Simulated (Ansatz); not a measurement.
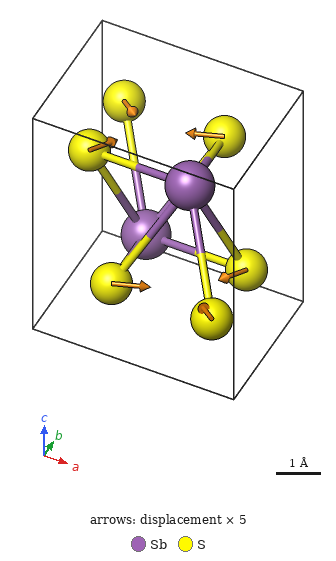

This is a relaxation of crystalline SbS3 (built on the Ni3Sn (D0_19)_194 type) (coarse preliminary run). The starting structure is drawn; orange arrows show the displacements (the part carried along by the change of the cell is left out), magnified 5 times.

A ball-and-stick model of the cell of the calculation, seen from a free direction.

Case: Ni3Sn (D0_19) type (P6_3/mmc, No. 194).

These are results of DFT r2SCAN, scalar-relativistic, plane waves, PAW in Ansatz, not measurements.

The input:
```yaml
crystal:
  lattice:
    - [6.4278383384, 0.0, 0.0]
    - [-3.2139191692, 5.5666712924, 0.0]
    - [0.0, 0.0, 5.1593320326]
  atoms:
    - { symbol: Sb, position: [0.3333333333, 0.6666666667, 0.25] }
    - { symbol: Sb, position: [0.6666666667, 0.3333333333, 0.75] }
    - { symbol: S, position: [0.833, 0.666, 0.25] }
    - { symbol: S, position: [0.167, 0.833, 0.75] }
    - { symbol: S, position: [0.334, 0.167, 0.25] }
    - { symbol: S, position: [0.167, 0.334, 0.75] }
    - { symbol: S, position: [0.833, 0.167, 0.25] }
    - { symbol: S, position: [0.666, 0.833, 0.75] }
basis:
  ecutwfc: 500
kpoints:
  mp_grid: { grid: [3, 3, 4] }
hamiltonian:
  xc: r2scan
scf:
  occupations: { method: gaussian, width: 0.1 }
  lower_state_search: "off"
output:
  forces: true
  stress: true
  eigenvalues: true
relax:
  adjacent_minimum: "off"
  f_tol: 0.04
  max_steps: 70
  cell: { stress_tol: 0.4 }
```

Run as
```bash
ansatz run input.yaml --threads 1 --pin off --max-ram 2560MiB --backend cpu --events-out ev --progress --plain --runs-dir out
```

**What did the optimiser do to the structure, and how much energy did it gain?**

The energy falls by 1.980 eV per cell of the calculation in 8 accepted moves (9 points after the start). The largest force component goes from 0.54 to 0.02 eV/Å. The pressure goes from −10.58 to 0.09 GPa. At 1 point the geometry stayed and the basis and grid were re-selected for the new cell (energy shift of 1.9 meV per cell of the calculation at most each time). The largest moves relative to the cell, 0.19 Å, are those of S3, S4, S5, S6, S7 and S8. S7 goes along [−1 1 0]. Sb stays in place. The drawn cell changes as follows: a = b 6.428 → 5.702 Å (−11.3 %), c 5.159 → 5.597 Å (+8.5 %); the volume changes by −14.6 %. Some distances before and after: S3–S5 3.207 → 2.519 Å, Sb1–S3 3.214 → 2.858 Å, Sb1–S4 3.176 → 3.154 Å. The space group stays P6_3/mmc (No. 194).
